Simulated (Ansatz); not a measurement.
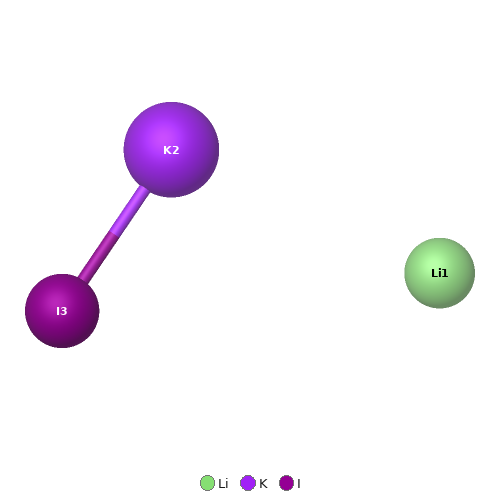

The system is Li⁺ + KI; the picture shows the reference structure. First axis: distance Li1–K2. Second axis: distance K2–I3. Nothing is relaxed (the angle Li1–K2–I3 is fixed at 100 degrees). The scan uses a 17 × 17 grid. Energies: eV, counted from Li with charge +1 far from the relaxed KI (each part in its own basis). The D4 coefficients can switch as the alkali atoms part, which puts small steps into the map. Method: Ansatz 0.2.0, RKS PBE0-D4/def2-SVPD.

Its coordinates:

```xyz
3

Li   -4.6480    0.0000    0.0000
K     0.0000    0.0000    0.0000
I     0.5324    3.0194    0.0000
```

Range: distance Li1–K2 from 2.648 to 4.648 Å; distance K2–I3 from 2.736 to 4.736 Å.

What landscape does the calculation give?

The lowest grid point is at distance Li1–K2 = 4.648 Å, distance K2–I3 = 3.066 Å, 0.36 eV from Li with charge +1 far from the relaxed KI (each part in its own basis). It lies in a valley that leaves the map towards separated partners. The highest grid point, distance Li1–K2 = 2.648 Å, distance K2–I3 = 4.736 Å, lies 2.46 eV above the lowest.

```
distance K2–I3 ↓, distance Li1–K2 →  2.648  2.782  2.978  3.207  3.460  3.734  4.024  4.329  4.648
                              4.736   2.82   2.63   2.40   2.20   2.04   1.91   1.74   1.57   1.53
                              4.417   2.57   2.38   2.16   1.97   1.81   1.68   1.55   1.36   1.30
                              4.112   2.27   2.10   1.89   1.70   1.55   1.43   1.32   1.19   1.09
                              3.822   1.95   1.79   1.59   1.41   1.27   1.15   1.05   0.96   0.90
                              3.548   1.63   1.48   1.29   1.13   0.99   0.88   0.78   0.71   0.65
                              3.295   1.36   1.21   1.04   0.89   0.77   0.67   0.57   0.50   0.45
                              3.066   1.19   1.06   0.90   0.76   0.65   0.55   0.47   0.40   0.36
                              2.870   1.19   1.07   0.93   0.80   0.70   0.61   0.53   0.47   0.43
                              2.736   1.34   1.23   1.09   0.98   0.88   0.80   0.72   0.67   0.63
```

The table holds every second grid line.

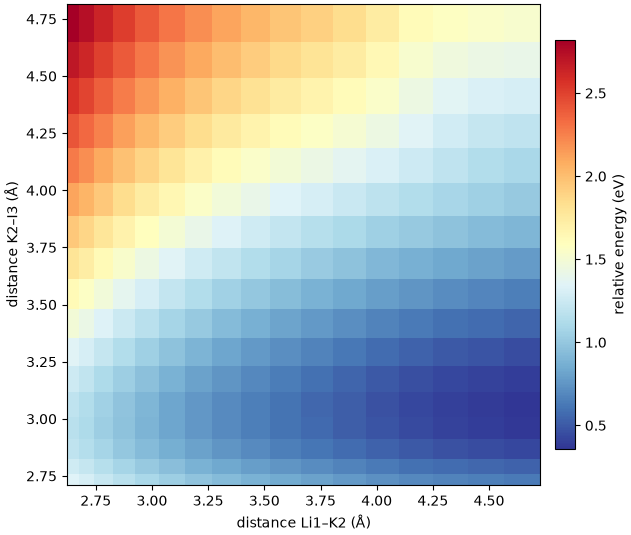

The picture shows one coloured cell a grid point.

Each point was launched as `ansatz run input.yaml --threads 1 --pin off --max-ram 2560MiB --backend cpu --events-out ev --progress --plain --runs-dir out`. The whole map (289 points run) took 16 min on 1 thread of AMD EPYC 9R45 96-Core Processor (Zen 5) (shared host).
